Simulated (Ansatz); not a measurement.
**C3H9Ga (trimethylgallium (TMGa)) at B3LYP/def2-SVP**

What is the vertical singlet–triplet gap of C3H9Ga (trimethylgallium (TMGa)) at B3LYP/def2-SVP? 

Program for the calculation: Ansatz 0.2.0.

58 further runs of the same task are left out: 3 that didn't finish, 55 set aside as unsound or not needed.

### 1 The molecule

The species is C3H9Ga (13 atoms), meant as a singlet with charge 0. SMILES: `C[Ga](C)C`. The coordinates come from a PBE0-D4/def2-TZVP relaxation.

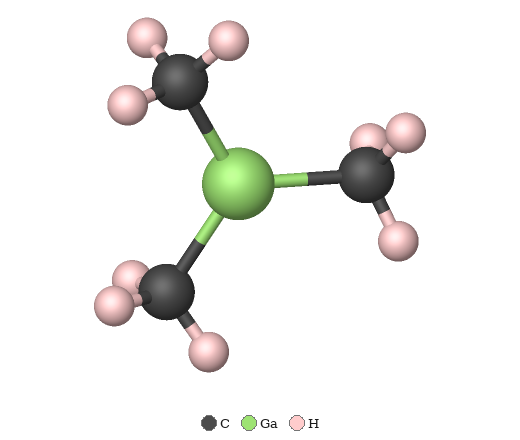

The structure, seen from a chosen angle (carbon dark grey, gallium green, hydrogen pink).

### 2 A single-point energy at B3LYP/def2-SVP

File job.yaml:

```yaml
basis:
  gaussian:
    orbitals: def2-SVP
crystal:
  periodic: [false, false, false]
  atoms:
    - {symbol: C, position_ang: [-0.386610, 1.662740, -0.990030]}
    - {symbol: Ga, position_ang: [0.030950, -0.015220, -0.033330]}
    - {symbol: C, position_ang: [1.404300, -0.017040, 1.387570]}
    - {symbol: C, position_ang: [-0.984810, -1.662120, -0.433110]}
    - {symbol: H, position_ang: [0.495980, 2.295540, -1.105570]}
    - {symbol: H, position_ang: [-1.118900, 2.235600, -0.410630]}
    - {symbol: H, position_ang: [-0.822360, 1.479540, -1.974110]}
    - {symbol: H, position_ang: [2.207150, 0.693340, 1.179140]}
    - {symbol: H, position_ang: [1.838150, -1.007150, 1.540450]}
    - {symbol: H, position_ang: [0.944020, 0.286540, 2.334210]}
    - {symbol: H, position_ang: [-1.317660, -1.695390, -1.472580]}
    - {symbol: H, position_ang: [-1.882270, -1.692900, 0.194460]}
    - {symbol: H, position_ang: [-0.407960, -2.563490, -0.216480]}
hamiltonian:
  xc: {name: B3LYP}
accuracy: high
output:
  orbitals: {seedname: orbitals}
```

Command:

```bash
ansatz run job.yaml --threads 1 --pin off --max-ram 3480MiB --events-out events.jsonl --progress --plain --runs-dir runs
```

The log of the run:

```text
Warning: RAYON_NUM_THREADS=1 ignored (pool sized by the plan → 1); use --threads N
Functional definition: B3LYP
  name "B3LYP"
  parameter a0 = 0.2
  parameter ax = 0.72
  parameter ac = 0.81
  exchange = (1 - a0 - ax)*slater_x + ax*b88_x + a0*exact_x
  correlation = (1 - ac)*vwn_rpa_c + ac*lyp_c
2831 factors; integrals over basis functions are off by at most 1.0e-8 eV
mean field evaluation 1: about -55612.7989 eV, gradient 8.2e1 eV
mean field evaluation 2: about -55605.1966 eV, gradient 9.6e1 eV
mean field evaluation 4: about -55628.3927 eV, gradient 3.6e0 eV
mean field evaluation 8: about -55628.5581 eV, gradient 7.7e-2 eV
mean field evaluation 16: about -55628.5581 eV, gradient 8.1e-6 eV
mean field -55628.55809115 eV, -2044.3118034586 hartree, gradient 2.4e-8 eV, S^2 0.000000; 0 other end points of the search recorded, 0 dependent functions left out
reference -55628.55813982 eV, -2044.3118052473 hartree; 29, 29 occupied and 90, 90 virtual orbitals, 2831 factors
Total energy: -55628.55813982 eV, -2044.3118052473 hartree
```

Run time: 22 s. Hardware: 1 thread of Intel Xeon Platinum 8259CL at 2.50GHz (Skylake/Cascade Lake), shared host; peak memory 0.53 GiB.

### 3 The triplet

File molecule.yaml:

```yaml
crystal:
  periodic: [false, false, false]
  atoms:
    - {symbol: C, position_ang: [-0.386610, 1.662740, -0.990030]}
    - {symbol: Ga, position_ang: [0.030950, -0.015220, -0.033330]}
    - {symbol: C, position_ang: [1.404300, -0.017040, 1.387570]}
    - {symbol: C, position_ang: [-0.984810, -1.662120, -0.433110]}
    - {symbol: H, position_ang: [0.495980, 2.295540, -1.105570]}
    - {symbol: H, position_ang: [-1.118900, 2.235600, -0.410630]}
    - {symbol: H, position_ang: [-0.822360, 1.479540, -1.974110]}
    - {symbol: H, position_ang: [2.207150, 0.693340, 1.179140]}
    - {symbol: H, position_ang: [1.838150, -1.007150, 1.540450]}
    - {symbol: H, position_ang: [0.944020, 0.286540, 2.334210]}
    - {symbol: H, position_ang: [-1.317660, -1.695390, -1.472580]}
    - {symbol: H, position_ang: [-1.882270, -1.692900, 0.194460]}
    - {symbol: H, position_ang: [-0.407960, -2.563490, -0.216480]}
basis:
  gaussian: {orbitals: def2-SVP}
hamiltonian: {xc: {name: B3LYP}}
output: {orbitals: {seedname: orbitals}}
magnetization: {spin_polarized: true, initial_magnetization: 2}
accuracy: high
```

Command:

```bash
ansatz run molecule.yaml --threads 1 --pin off --max-ram 3480MiB --events-out events.jsonl --progress --plain --runs-dir runs
```

The log of the run:

```text
Warning: RAYON_NUM_THREADS=1 ignored (pool sized by the plan → 1); use --threads N
Functional definition: B3LYP
  name "B3LYP"
  parameter a0 = 0.2
  parameter ax = 0.72
  parameter ac = 0.81
  exchange = (1 - a0 - ax)*slater_x + ax*b88_x + a0*exact_x
  correlation = (1 - ac)*vwn_rpa_c + ac*lyp_c
2831 factors; integrals over basis functions are off by at most 1.0e-8 eV
mean field evaluation 1: about -55608.8006 eV, gradient 5.3e1 eV
mean field evaluation 2: about -55600.0210 eV, gradient 6.5e1 eV
mean field evaluation 4: about -55621.2855 eV, gradient 1.8e1 eV
mean field evaluation 8: about -55623.3100 eV, gradient 9.7e-1 eV
mean field evaluation 16: about -55623.4863 eV, gradient 2.3e-1 eV
mean field evaluation 32: about -55623.4827 eV, gradient 5.9e-1 eV
mean field evaluation 64: about -55623.4605 eV, gradient 8.7e-1 eV
mean field -55623.49188797 eV, -2044.1256239260 hartree, gradient 2.6e-8 eV, S^2 2.003173; 6 other end points of the search recorded, 0 dependent functions left out
reference -55623.49193555 eV, -2044.1256256745 hartree; 30, 28 occupied and 89, 91 virtual orbitals, 2831 factors
Total energy: -55623.49193555 eV, -2044.1256256745 hartree
```

It took 2.1 min on 1 thread of Intel Xeon Platinum 8259CL at 2.50GHz (Skylake/Cascade Lake), shared host; peak memory 0.74 GiB.

### 4 What came out

At B3LYP/def2-SVP:

| quantity | value |
| --- | --- |
| singlet: total energy | -2044.31181 Eh |
| singlet: HOMO energy | -7.11 eV |
| singlet: LUMO energy | -0.73 eV |
| singlet: HOMO–LUMO gap | 6.38 eV |
| triplet: total energy | -2044.12563 Eh |
| triplet: HOMO energy (highest over α and β) | -2.18 eV |
| triplet: ⟨S²⟩ | 2.003 |
| vertical energy of the triplet above the singlet | 5.066 eV |

In words: At this shape the triplet lies 5.07 eV (117 kcal/mol) above the singlet.
